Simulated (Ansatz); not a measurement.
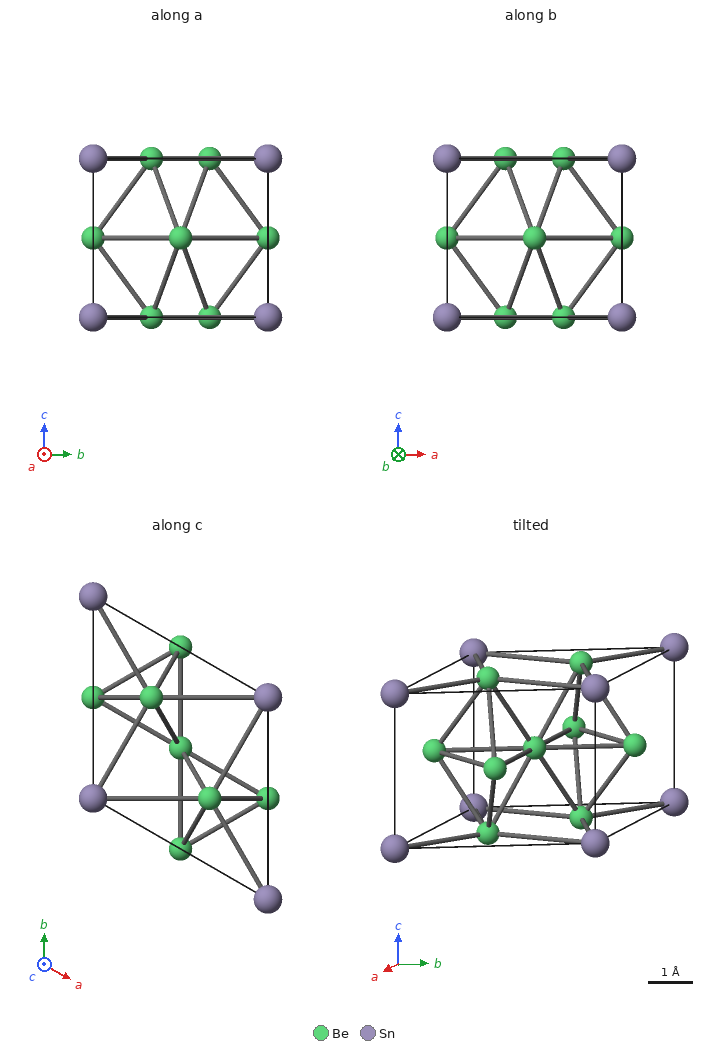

A ball-and-stick rendering, viewed along the a axis, along the b axis, along the c axis and slightly off an axis. The frame is the conventional unit cell; atoms at its boundary are shown with their periodic copies.

Lattice parameters: a = 4.595 Å, b = 4.595 Å, c = 3.614 Å, α = 90.00°, β = 90.00°, γ = 120.00°.

**Put the structure into a table of Wyckoff sites.**

Space group P6/mmm (No. 191).
```json
{"atom": "Be", "site": "2c", "x": "0.3333", "y": "0.6667", "z": "0.0000"}
{"atom": "Be", "site": "3g", "x": "0.5000", "y": "0.0000", "z": "0.5000"}
{"atom": "Sn", "site": "1a", "x": "0.0000", "y": "0.0000", "z": "0.0000"}
```

The structure was taken from a structure type filled with these elements by a generator (whether the compound takes this form wasn't checked). Earlier steps of the study may have refined or changed the cell and positions. A calculation with Ansatz used it as input.
